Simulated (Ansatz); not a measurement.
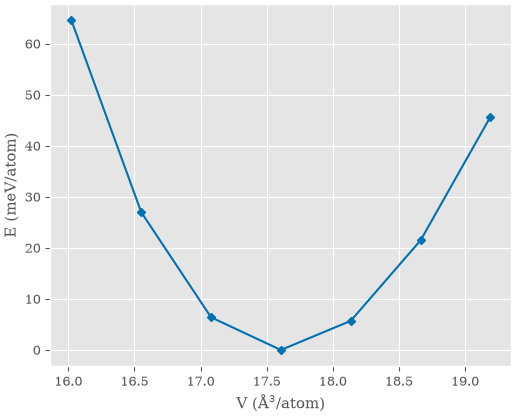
Figure: Al2Au (fluorite or antifluorite type, Fm-3m) under volume change, plane-wave PAW LDA (Ansatz code), scaled uniformly.

Q: What does a third-order Birch–Murnaghan fit give for V₀, B₀ and B′?

A: V₀ = 17.61 Å³/atom, B₀ = 121 GPa, B′ = 4.7.

The cell was relaxed with LDA under the symmetry of its start; of distortions, only those at the zone centre were tested. Scalar-relativistic: spin–orbit coupling is off unless named, which matters more the heavier the elements.

Potentials: the later of the program's two PAW sets.
